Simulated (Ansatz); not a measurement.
The figure comes from a scan of SrTe (rock salt): the crystal slips on the {100} plane by s times a lattice vector of 6.72 Å, no atom relaxing, γ being the energy change per area. The numbers are results of PBE (plane waves to 420 eV, PAW, scalar-relativistic; Ansatz, a first-principles code), not measurements. k mesh 6×6×6 (Γ-centred), Fermi-Dirac smearing 0.05 eV. E is the zero-smearing estimate. Faults lie only 10.1 Å apart, and holding the cell height and the atoms raises γ above its relaxed value. Spin-orbit coupling is left out, though Te is heavy. SrTe was relaxed with its symmetry unable to fall. The zero of γ is zero shift.

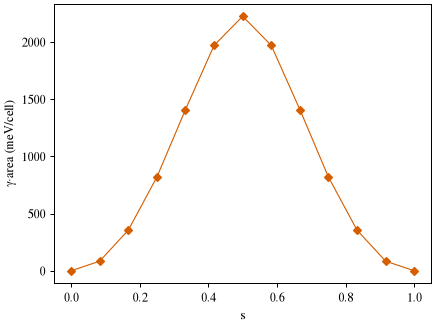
γ·area (meV/cell) against s; computed points joined by lines (the last repeats the first, one period on).

**Question.** List the plotted points as numbers.

**Answer.** To the nearest 50:

```tsv
s	γ·area (meV/cell)
0.000	0
0.083	100
0.167	350
0.250	800
0.333	1400
0.417	1950
0.500	2200
0.583	1950
0.667	1400
0.750	800
0.833	350
0.917	100
```

(The slope of γ gives the shear force per area between the displaced halves; near zero shift its curvature is an elastic stiffness.)
